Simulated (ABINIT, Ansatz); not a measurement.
# Quasiparticle gap of P2Ir (P2_1/c) in ABINIT

Wanted: ground state, empty states, screening and self-energy for P2Ir (P2_1/c).

Method: LDA and many-body steps on it, plane waves, in ABINIT 10.8.3.

## 1. The starting structure

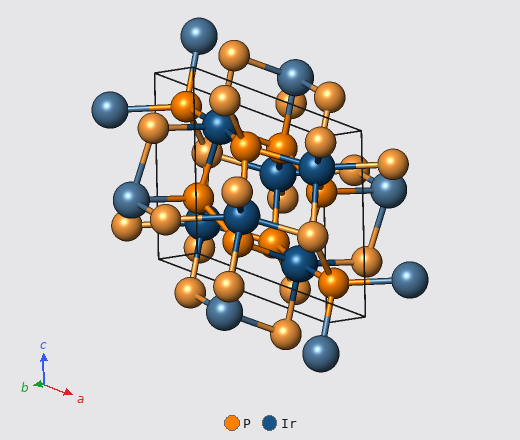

The starting structure, seen slightly off an axis (phosphorus orange, iridium blue). Some periodic images of atoms are drawn too.

The cell and positions are those that the Materials Project relaxed with its own functionals (PBE, PBE+U or r2SCAN), kept fixed. Spin-orbit coupling is left out unless a step names it.

## 2. Ground state

This step: ABINIT 10.8.3; DFT, LDA, plane waves, norm-conserving pseudopotentials.

The ground-state density comes first.

run.abi

```
acell 3*1.0 Angstrom
rprim 
  5.772335097500 0.000000000000 -0.000000000000
  0.000000000000 5.806731510000 0.000000000000
  -2.128499726500 0.000000000000 5.473140883600
ntypat 2
znucl 15 77
natom 12
typat 1 1 1 1 1 1 1 1 2 2 2 2
xred 
  0.158006700000 0.881881860000 0.870287720000
  0.841993300000 0.381881860000 0.629712280000
  0.841993300000 0.118118140000 0.129712280000
  0.158006700000 0.618118140000 0.370287720000
  0.334322990000 0.377205270000 0.188546390000
  0.665677010000 0.877205270000 0.311453610000
  0.665677010000 0.622794730000 0.811453610000
  0.334322990000 0.122794730000 0.688546390000
  0.271866410000 0.498830410000 0.791578690000
  0.728133590000 0.998830410000 0.708421310000
  0.728133590000 0.501169590000 0.208421310000
  0.271866410000 0.001169590000 0.291578690000
pp_dirpath "pseudos"
pseudos "P.upf, Ir.upf"
ecut 24
ngkpt 4 4 4
nshiftk 1
shiftk 0 0 0
kptopt 1
chksymbreak 0
nband 64
occopt 1
tolvrs 1e-08
nstep 60
prtwf 0
optforces 0
optstress 0
indata_prefix "in"
outdata_prefix "out"
tmpdata_prefix "tmp"
```

The run is started by

```console
OMP_NUM_THREADS=1 mpirun -n 16 abinit run.abi > log
```

Numbers of over 12 decimals in the logs are rounded to 6 here.

The log of the run:

```text
.Version 10.8.3 of ABINIT. v10.8.2 released Aug 2026.

 Symmetries : space group P2_1/c (# 14); Bravais mP (primitive monocl.)
================================================================================
 Values of the parameters that define the memory need of the present run
     intxc =       0    ionmov =       0      iscf =       7    lmnmax =       8
     lnmax =       8     mgfft =      50  mpssoang =       4    mqgrid =    3001
     natom =      12  nloc_mem =       1    nspden =       1   nspinor =       1
    nsppol =       1      nsym =       4    n1xccc =    2501    ntypat =       2
    occopt =       1   xclevel =       1
-    mband =          64        mffmem =           1         mkmem =           2
       mpw =        6968          nfft =      125000          nkpt =          30
================================================================================
  Rough estimation (10% accuracy) of disk space for files :
================================================================================

--------------------------------------------------------------------------------
------------- Echo of variables that govern the present computation ------------
--------------------------------------------------------------------------------
 -outvars: echo values of preprocessed input variables --------
            acell      1.8897261259E+00  1.8897261259E+00  1.8897261259E+00 Bohr

      chksymbreak           0
             ecut      2.40000000E+01 Hartree
-          fftalg         312

              ixc       -1012
              kpt      0.00000000E+00  0.00000000E+00  0.00000000E+00
                       2.50000000E-01  0.00000000E+00  0.00000000E+00
                       5.00000000E-01  0.00000000E+00  0.00000000E+00
                       0.00000000E+00  2.50000000E-01  0.00000000E+00
                       2.50000000E-01  2.50000000E-01  0.00000000E+00
                       5.00000000E-01  2.50000000E-01  0.00000000E+00
                       0.00000000E+00  5.00000000E-01  0.00000000E+00
                       2.50000000E-01  5.00000000E-01  0.00000000E+00
                       5.00000000E-01  5.00000000E-01  0.00000000E+00
   [... 19 further rows ...]
                       2.50000000E-01  5.00000000E-01  5.00000000E-01
                       5.00000000E-01  5.00000000E-01  5.00000000E-01
         kptrlatt        4    0    0      0    4    0      0    0    4
          kptrlen      4.36325298E+01
P           mkmem           2
            natom          12
            nband          64
            ngfft          50      50      50
             nkpt          30
            nstep          60
             nsym           4
           ntypat           2
              occ      2.000000  2.000000  2.000000  2.000000  2.000000  2.000000
                       2.000000  2.000000  2.000000  2.000000  2.000000  2.000000
                       2.000000  2.000000  2.000000  2.000000  2.000000  2.000000
                       2.000000  2.000000  2.000000  2.000000  2.000000  2.000000
                       2.000000  2.000000  2.000000  2.000000  2.000000  2.000000
                       2.000000  2.000000  2.000000  2.000000  2.000000  2.000000
                       2.000000  2.000000  2.000000  2.000000  2.000000  2.000000
                       2.000000  2.000000  2.000000  2.000000  2.000000  2.000000
                       2.000000  2.000000  2.000000  2.000000  2.000000  2.000000
                       0.000000  0.000000  0.000000  0.000000  0.000000  0.000000
                       0.000000  0.000000  0.000000  0.000000
        optforces           0
        optstress           0
            prtwf           0
            rprim      5.7723350975E+00  0.0000000000E+00 -0.0000000000E+00
[...]
spgroup          14

           tolvrs      1.00000000E-08

             xred      1.5800670000E-01  8.8188186000E-01  8.7028772000E-01
[...]
znucl       15.00000   77.00000

================================================================================

 chkinp: Checking input parameters for consistency.

================================================================================
== DATASET  1 ==================================================================
-   mpi_nproc: 16, omp_nthreads: 1 (-1 if OMP is not activated)

--- !DatasetInfo
iteration_state: {dtset: 1, }
dimensions: {natom: 12, nkpt: 30, mband: 64, nsppol: 1, nspinor: 1, nspden: 1, mpw: 6968, }
cutoff_energies: {ecut:  24.0, pawecutdg:  -1.0, }
electrons: {nelect:   1.08000000E+02, charge:   0.00000000E+00, occopt:   1.00000000E+00, tsmear:   1.00000000E-02, }

 Real(R)+Recip(G) space primitive vectors, cartesian coordinates (Bohr,Bohr^-1):
 R(1)= 10.9081324  0.0000000  0.0000000  G(1)=  0.0916747  0.0000000  0.0356522
 R(2)=  0.0000000 10.9731322  0.0000000  G(2)=  0.0000000  0.0911317  0.0000000
 R(3)= -4.0222815  0.0000000 10.3427373  G(3)=  0.0000000  0.0000000  0.0966862
 Unit cell volume ucvol=  1.2379882E+03 bohr^3
 Angles (23,13,12)=  9.00000000E+01  1.11251015E+02  9.00000000E+01 degrees

 getcut: wavevector=  0.0000  0.0000  0.0000  ngfft=  50  50  50
         ecut(hartree)=     24.000   => boxcut(ratio)=   2.04307

--- Pseudopotential description ------------------------------------------------
- P Generated using ONCVPSP code by D. R. Hamann
[...]
nproj     2     2     2     2
  pspatm : epsatm=   27.56253566
         --- l  ekb(1:nproj) -->
[...]
pspatm: atomic psp has been read  and splines computed

   1.79823461E+04                                ecore*ucvol(ha*bohr**3)
--------------------------------------------------------------------------------

_setup2: Arith. and geom. avg. npw (full set) are    6951.109    6951.096

================================================================================

--- !BeginCycle
iteration_state: {dtset: 1, }
solver: {iscf: 7, nstep: 60, nline: 4, wfoptalg: 0, }
tolerances: {tolvrs: 1.00E-08, }

     iter   Etot(hartree)      deltaE(h)  residm     vres2
 ETOT  1  -515.27445434364    -5.153E+02 9.758E-02 4.500E+01
 ETOT  2  -515.62325107991    -3.488E-01 2.527E-02 5.890E+02
 ETOT  3  -515.79625857041    -1.730E-01 1.209E-02 1.017E+02
 ETOT  4  -515.82936502033    -3.311E-02 1.922E-02 3.254E+00
 ETOT  5  -515.83041514092    -1.050E-03 9.689E-03 1.226E-01
 ETOT  6  -515.83046094919    -4.581E-05 3.352E-03 1.287E-03
 ETOT  7  -515.83046132282    -3.736E-07 4.668E-03 1.983E-04
 ETOT  8  -515.83046137998    -5.716E-08 3.006E-03 3.678E-07
 ETOT  9  -515.83046138012    -1.397E-10 3.293E-03 3.898E-08
 ETOT 10  -515.83046138014    -1.364E-11 1.195E-03 3.179E-09

 At SCF step   10       vres2   =  3.18E-09 < tolvrs=  1.00E-08 =>converged.

--- !ResultsGS
iteration_state: {dtset: 1, }
comment   : Summary of ground state results
lattice_vectors:
- [ 10.9081324,   0.0000000,  -0.0000000, ]
- [  0.0000000,  10.9731322,   0.0000000, ]
- [ -4.0222815,   0.0000000,  10.3427373, ]
lattice_lengths: [  10.90813,   10.97313,   11.09734, ]
lattice_angles: [ 90.000, 111.251,  90.000, ] # degrees, (23, 13, 12)
lattice_volume:   1.2379882E+03
convergence: {deltae: -1.364E-11, res2:  3.179E-09, residm:  1.195E-03, diffor:  0.000E+00, }
etotal    :  -5.15830461E+02
entropy   :   0.00000000E+00
fermie    :   3.71267225E-01
cartesian_stress_tensor: null
pressure_GPa: null
xred      :
- [  1.5801E-01,   8.8188E-01,   8.7029E-01,  P]
- [  8.4199E-01,   3.8188E-01,   6.2971E-01,  P]
- [  8.4199E-01,   1.1812E-01,   1.2971E-01,  P]
- [  1.5801E-01,   6.1812E-01,   3.7029E-01,  P]
- [  3.3432E-01,   3.7721E-01,   1.8855E-01,  P]
- [  6.6568E-01,   8.7721E-01,   3.1145E-01,  P]
- [  6.6568E-01,   6.2279E-01,   8.1145E-01,  P]
- [  3.3432E-01,   1.2279E-01,   6.8855E-01,  P]
- [  2.7187E-01,   4.9883E-01,   7.9158E-01, Ir]
- [  7.2813E-01,   9.9883E-01,   7.0842E-01, Ir]
- [  7.2813E-01,   5.0117E-01,   2.0842E-01, Ir]
- [  2.7187E-01,   1.1696E-03,   2.9158E-01, Ir]
cartesian_forces: null
force_length_stats: {min: null, max: null, mean: null, }

 Integrated electronic density in atomic spheres:
 ------------------------------------------------
 Atom  Sphere_radius  Integrated_density
[...]
================================================================================

 ----iterations are completed or convergence reached----

 Mean square residual over all n,k,spin=   49.798E-07; max=  11.949E-04
 reduced coordinates (array xred) for   12 atoms
[...]
0.334322990000      0.122794730000      0.688546390000
       0.271866410000      0.498830410000      0.791578690000
       0.728133590000      0.998830410000      0.708421310000
       0.728133590000      0.501169590000      0.208421310000
       0.271866410000      0.001169590000      0.291578690000
 rms dE/dt=  0.0000E+00; max dE/dt=  0.0000E+00; dE/dt below (all hartree)
    1       0.000000000000      0.000000000000      0.000000000000
    2       0.000000000000      0.000000000000      0.000000000000
    3       0.000000000000      0.000000000000      0.000000000000
    4       0.000000000000      0.000000000000      0.000000000000
    5       0.000000000000      0.000000000000      0.000000000000
    6       0.000000000000      0.000000000000      0.000000000000
    7       0.000000000000      0.000000000000      0.000000000000
    8       0.000000000000      0.000000000000      0.000000000000
    9       0.000000000000      0.000000000000      0.000000000000
[...]
cartesian coordinates (angstrom) at end:
[...]
8      0.464254     0.713036     3.768511
    9     -0.115571     2.896574     4.332422
   10      2.695157     5.799940     3.877290
   11      3.759406     2.910157     1.140719
   12      0.948679     0.0067915     1.595851
 length scales=  1.889726125908  1.889726125908  1.889726125908 bohr
              =  1.000000000000  1.000000000000  1.000000000000 angstroms
 prteigrs : about to open file out_EIG
 Fermi (or HOMO) energy (hartree) =   0.37127   Average Vxc (hartree)=  -0.44844
 Eigenvalues (hartree) for nkpt=  30  k points:
 kpt#   1, nband= 64, wtk=  0.01563, kpt=  0.0000  0.0000  0.0000 (reduced coord)
  -3.02729   -3.02725   -3.02712   -3.02707   -1.44374   -1.44373   -1.44013   -1.44007
  -1.43954   -1.43953   -1.43904   -1.43900   -1.43484   -1.43471   -1.43440   -1.43439
  -0.15408   -0.07391   -0.06990   -0.06833    0.02352    0.04149    0.04931    0.05206
   0.10407    0.13967    0.14018    0.14063    0.15027    0.17844    0.17982    0.19095
   0.19353    0.19967    0.20431    0.20574    0.22374    0.23259    0.23565    0.24083
   0.25240    0.26044    0.26708    0.27543    0.27932    0.28311    0.29061    0.29270
   0.29457    0.29678    0.29751    0.31237    0.31912    0.32397    0.39408    0.42349
   0.45763    0.47173    0.48275    0.51464    0.52847    0.53177    0.56151    0.56770
 prteigrs : prtvol=0 or 1, do not print more k-points.

--- !EnergyTerms
iteration_state     : {dtset: 1, }
comment             : Components of total free energy in Hartree
kinetic             :  1.49157411239946E+02
hartree             :  1.16256169289492E+02
xc                  : -1.01990484820633E+02
Ewald energy        : -3.47896746439862E+02
psp_core            :  1.45254581998647E+01
local_psp           : -3.77819024262266E+02
non_local_psp       :  3.19367554133235E+01
total_energy        : -5.15830461380135E+02
total_energy_eV     : -1.40364619220574E+04
band_energy         : -4.48325835219287E+01

== END DATASET(S) ==============================================================
================================================================================

 -outvars: echo values of variables after computation  --------
           etotal     -5.1583046138E+02
            nband          64
             nkpt          30
          spgroup          14
 [... the other variables as echoed above ...]

 Calculation completed.
```

Elapsed: 52 s, on 16 MPI ranks of Arm Neoverse V2, shared host; peak memory 1.6 GiB; 14 min of CPU time.

This step gave:

```yaml
total_energy: -14036.4619 eV
gap: 0.6207 eV
k_of_the_valence_top: 0.5, 0.5, 0.5
k_of_the_conduction_bottom: 0, 0, 0
least_direct_gap: 1.526 eV
```

The gap is indirect, with the least direct gap 0.91 eV higher.

## 3. Empty states on the mesh, 2×2×2 mesh, 661 bands

The sums over transitions need many empty states on a uniform mesh; this step solves for them.

run.abi: that of step 2 with these lines changed.

```diff
@@ -25,3 +25,3 @@
 ecut 24
-ngkpt 4 4 4
+ngkpt 2 2 2
 nshiftk 1
@@ -30,9 +30,10 @@
 chksymbreak 0
-nband 64
-occopt 1
-tolvrs 1e-08
+iscf -2
+irdden 1
+istwfk *1
+nband 661
+nbdbuf 60
+tolwfr 1e-09
 nstep 60
-prtwf 0
-optforces 0
-optstress 0
+prtvol 0
 indata_prefix "in"
```

The run is started by

```console
OMP_NUM_THREADS=2 mpirun -n 8 abinit run.abi > log
```

The log of the run:

```text
.Version 10.8.3 of ABINIT. v10.8.2 released Aug 2026.

 Symmetries : space group P2_1/c (# 14); Bravais mP (primitive monocl.)
[... echo of the input left out ...]
== DATASET  1 ==================================================================
-   mpi_nproc: 8, omp_nthreads: 2 (-1 if OMP is not activated)

--- !DatasetInfo
iteration_state: {dtset: 1, }
dimensions: {natom: 12, nkpt: 8, mband: 661, nsppol: 1, nspinor: 1, nspden: 1, mpw: 6990, }
cutoff_energies: {ecut:  24.0, pawecutdg:  -1.0, }
electrons: {nelect:   1.08000000E+02, charge:   0.00000000E+00, occopt:   1.00000000E+00, tsmear:   1.00000000E-02, }

 Real(R)+Recip(G) space primitive vectors, cartesian coordinates (Bohr,Bohr^-1):
 R(1)= 10.9081324  0.0000000  0.0000000  G(1)=  0.0916747  0.0000000  0.0356522
 R(2)=  0.0000000 10.9731322  0.0000000  G(2)=  0.0000000  0.0911317  0.0000000
 R(3)= -4.0222815  0.0000000 10.3427373  G(3)=  0.0000000  0.0000000  0.0966862
 Unit cell volume ucvol=  1.2379882E+03 bohr^3
 Angles (23,13,12)=  9.00000000E+01  1.11251015E+02  9.00000000E+01 degrees

 getcut: wavevector=  0.0000  0.0000  0.0000  ngfft=  50  50  50
         ecut(hartree)=     24.000   => boxcut(ratio)=   2.04307

--- Pseudopotential description ------------------------------------------------
- P Generated using ONCVPSP code by D. R. Hamann
- 15.00000   5.00000  180309                  znucl, zion, pspdat
12 -1012 2 -1 1298                            pspcod,pspxc,lmax,lloc,mmax
     nproj     2     2     2     0
  pspatm : epsatm=    7.03163270
         --- l  ekb(1:nproj) -->
             0    6.795192    1.078292
             1    3.452929    0.907117
             2   -3.024864   -0.802189
 pspatm: atomic psp has been read  and splines computed

- Ir Generated using ONCVPSP code by D. R. Hamann
- 77.00000  17.00000  180309                  znucl, zion, pspdat
12 -1012 3 -1 1296                            pspcod,pspxc,lmax,lloc,mmax
     nproj     2     2     2     2
  pspatm : epsatm=   27.56253566
         --- l  ekb(1:nproj) -->
[...]
pspatm: atomic psp has been read  and splines computed

--------------------------------------------------------------------------------

================================================================================
 prteigrs : about to open file out_EIG
 Non-SCF case, kpt    1 (  0.00000  0.00000  0.00000), residuals and eigenvalues=
  7.18E-10  7.58E-10  9.14E-10  7.74E-10  5.12E-10  4.81E-10  4.81E-10  5.47E-10
  5.39E-10  4.29E-10  5.81E-10  5.14E-10  4.72E-10  4.14E-10  5.27E-10  5.23E-10
  1.07E-10  7.02E-10  6.48E-10  1.40E-10  6.80E-10  7.90E-10  6.91E-10  8.74E-10
[...]
9.75E-04  5.65E-04  9.22E-04  1.60E-03  1.32E-03
 -3.0273E+00 -3.0273E+00 -3.0271E+00 -3.0271E+00 -1.4437E+00 -1.4437E+00
 -1.4401E+00 -1.4401E+00 -1.4395E+00 -1.4395E+00 -1.4390E+00 -1.4390E+00
 -1.4348E+00 -1.4347E+00 -1.4344E+00 -1.4344E+00 -1.5408E-01 -7.3910E-02
[...]
4.5099E+00  4.5118E+00  4.5138E+00  4.5193E+00  4.5202E+00  4.5333E+00
  4.5362E+00  4.5464E+00  4.5500E+00  4.5575E+00  4.5597E+00  4.5651E+00
  4.5695E+00
 prteigrs : prtvol=0 or 1, do not print more k-points.

--- !ResultsGS
iteration_state: {dtset: 1, }
comment   : Summary of ground state results
lattice_vectors:
- [ 10.9081324,   0.0000000,  -0.0000000, ]
- [  0.0000000,  10.9731322,   0.0000000, ]
- [ -4.0222815,   0.0000000,  10.3427373, ]
lattice_lengths: [  10.90813,   10.97313,   11.09734, ]
lattice_angles: [ 90.000, 111.251,  90.000, ] # degrees, (23, 13, 12)
lattice_volume:   1.2379882E+03
convergence: {deltae:  0.000E+00, res2:  0.000E+00, residm:  9.972E-10, diffor:  0.000E+00, }
etotal    :  -5.15830461E+02
entropy   :   0.00000000E+00
fermie    :   3.71267225E-01
cartesian_stress_tensor: null
pressure_GPa: null
xred      :
- [  1.5801E-01,   8.8188E-01,   8.7029E-01,  P]
- [  8.4199E-01,   3.8188E-01,   6.2971E-01,  P]
- [  8.4199E-01,   1.1812E-01,   1.2971E-01,  P]
[...]
- [  6.6568E-01,   6.2279E-01,   8.1145E-01,  P]
- [  3.3432E-01,   1.2279E-01,   6.8855E-01,  P]
- [  2.7187E-01,   4.9883E-01,   7.9158E-01, Ir]
- [  7.2813E-01,   9.9883E-01,   7.0842E-01, Ir]
- [  7.2813E-01,   5.0117E-01,   2.0842E-01, Ir]
- [  2.7187E-01,   1.1696E-03,   2.9158E-01, Ir]
cartesian_forces: null
force_length_stats: {min: null, max: null, mean: null, }

 Integrated electronic density in atomic spheres:
 ------------------------------------------------
 Atom  Sphere_radius  Integrated_density
[...]
================================================================================

 ----iterations are completed or convergence reached----

 Mean square residual over all n,k,spin=   32.387E-11; max=  99.718E-11
 reduced coordinates (array xred) for   12 atoms
[...]
0.728133590000      0.501169590000      0.208421310000
       0.271866410000      0.001169590000      0.291578690000

 cartesian coordinates (angstrom) at end:
    1     -0.940340     5.120851     4.763207
    2      3.519925     2.217485     3.446504
    3      4.584175     0.685880     0.709934
[...]
11      3.759406     2.910157     1.140719
   12      0.948679     0.0067915     1.595851
 length scales=  1.889726125908  1.889726125908  1.889726125908 bohr
              =  1.000000000000  1.000000000000  1.000000000000 angstroms
 prteigrs : about to open file out_EIG
 Eigenvalues (hartree) for nkpt=   8  k points:
 kpt#   1, nband=661, wtk=  0.12500, kpt=  0.0000  0.0000  0.0000 (reduced coord)
[...]
4.46833    4.47458    4.48642    4.49273    4.49612    4.49848    4.50049    4.50331
   4.50994    4.51184    4.51381    4.51926    4.52023    4.53328    4.53617    4.54636
   4.55004    4.55746    4.55973    4.56514    4.56949
 prteigrs : prtvol=0 or 1, do not print more k-points.

== END DATASET(S) ==============================================================
================================================================================

 -outvars: echo values of variables after computation  --------
            nband         661
             nkpt           8
          spgroup          14
 [... the other variables as echoed above ...]

 Calculation completed.
```

It took 5.4 min on 8 MPI ranks; peak memory 1.4 GiB; 67 min of CPU time.

This step gave:

| Quantity | Value |
| --- | --- |
| gap | 0.6207 eV |
| k of the valence top | 0.5, 0.5, 0.5 |
| k of the conduction bottom | 0, 0, 0 |
| least direct gap | 1.526 eV |
| k points computed | 8 |
| lowest point of the top converged band, above the valence top | 105.8689 eV |

On this mesh the gap is 0.621 eV.

[end of part 1 of 2]

[Paths, hosts, dates, memory and timing lines, banners, echoed tables and standing remarks are left out of the program output.]

[Logs are printed without paths, hosts, clocks, repeated set-up lines and the standing remarks that a program may print on its own settings, such as how far it seeks lower states.]

[Runs of the session that timed out or met a known fault of the program may be left out.]

[Hosts, paths, dates, database ids (printed as entryN), source tags and the programs' standing remarks are cut or masked in the printed files.]

[G0W0 gaps are taken among the corrected bands and points alone; a level outside them can change the order at an edge.]

[Where Ansatz stands beside ABINIT at settings called matched, ABINIT's density can come from a denser mesh and the files from another edition; pairs whose starting gaps differed by over 0.03 eV were left out, so agreement reads better than it is.]
